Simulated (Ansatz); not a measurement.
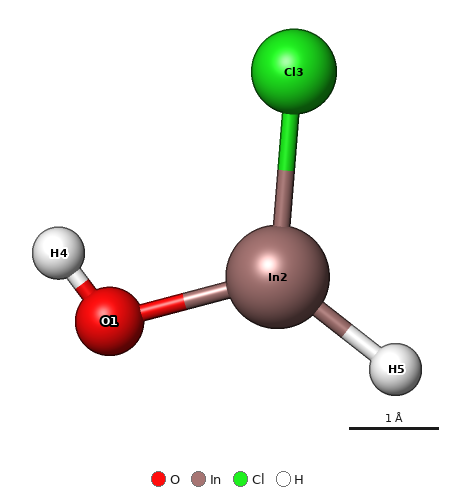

Figure 1. The input geometry (ball-and-stick view, seen on its broad side; atoms are numbered from 1 in the order of the input). Sticks mark near contacts. Bond lengths as drawn: Cl–In 2.33 Å, H–In 1.69 Å, H–O 0.96 Å and In–O 1.97 Å.

## Run report: InH2ClO (charge +1), single-point calculation

- system: InH2ClO, charge +1, multiplicity 2
- method: UKS wB97X-V/def2-TZVPP (Ansatz 0.2.0)

The geometry is the cation at the geometry of the neutral molecule. The geometry comes from this level: PBE0-D4/def2-TZVP.

## The program's output
```
Functional definition: wB97X-V
  name "wB97X-V"
  cite "Mardirossian & Head-Gordon, Phys. Chem. Chem. Phys. 16, 9904 (2014) doi:10.1039/C3CP54374A"
  cite "Becke, J. Chem. Phys. 107, 8554 (1997) doi:10.1063/1.475007"
  cite "Vydrov & Van Voorhis, J. Chem. Phys. 133, 244103 (2010) doi:10.1063/1.3521275"
  parameter omega = 0.3/bohr
  parameter cx = 0.167
  parameter cx1 = 0.603
  parameter cx2 = 1.194
  parameter css0 = 0.556
  parameter css1 = -0.257
  parameter cos0 = 1.219
  parameter cos1 = -1.850
  parameter b = 6.0
  parameter c = 0.01
  exchange = spin_sum(e_x_unif_sr(omega)*poly(b97_u_x, 1 - cx, cx1, cx2)) + cx*exact_x_sr(omega) + exact_x_lr(omega)
  correlation = spin_sum(e_c_pw_same_spin*poly(b97_u_same, css0, css1))
      + integral(e_c_pw_opposite_spin*poly(b97_u_opposite, cos0, cos1)) + vv10(b, c)
1031 factors; their error is unknown
193 factors; integrals over basis functions are off by at most 3.5e-5 eV
mean field evaluation 1: about -19749.5764 eV, gradient 6.3e1 eV
mean field evaluation 2: about -19666.2672 eV, gradient 1.3e2 eV
mean field evaluation 4: about -19763.8209 eV, gradient 9.7e0 eV
mean field evaluation 8: about -19764.4492 eV, gradient 9.7e-1 eV
mean field evaluation 16: about -19764.8564 eV, gradient 2.4e-1 eV
mean field evaluation 32: about -19764.5898 eV, gradient 5.6e0 eV
mean field -19764.86312804 eV, -726.3453228502 hartree, gradient 2.6e-6 eV, S^2 0.773455; 6 other end points of the search recorded, 0 dependent functions left out
reference -19764.86312635 eV, -726.3453227881 hartree; 24, 23 occupied and 127, 128 virtual orbitals, 1031 factors
Total energy: -19764.86312635 eV, -726.3453227881 hartree
```

This output came from the following input.

## The input
```yaml
crystal:
  periodic: [false, false, false]
  atoms:
    - {symbol: O, position_ang: [-1.390065, 0.131762, -0.577040]}
    - {symbol: In, position_ang: [0.449489, 0.401799, 0.067161]}
    - {symbol: Cl, position_ang: [1.287940, -1.597344, 0.930358]}
    - {symbol: H, position_ang: [-1.681657, -0.774766, -0.446960]}
    - {symbol: H, position_ang: [1.334283, 1.838549, 0.026481]}
basis:
  gaussian: {orbitals: def2-TZVPP}
total_charge: 1
magnetization: {spin_polarized: true, initial_magnetization: 1}
hamiltonian: {xc: {name: wB97X-V}}
```

## Results in brief

- outcome: converged
- total energy: −19764.8631 eV
- ⟨S²⟩: 0.773
- SCF solution under orbital rotations: stable
- hardware: 2 CPU threads, shared host
- wall time: 26 s (CPU time 51 s)
- peak memory: 0.74 GiB
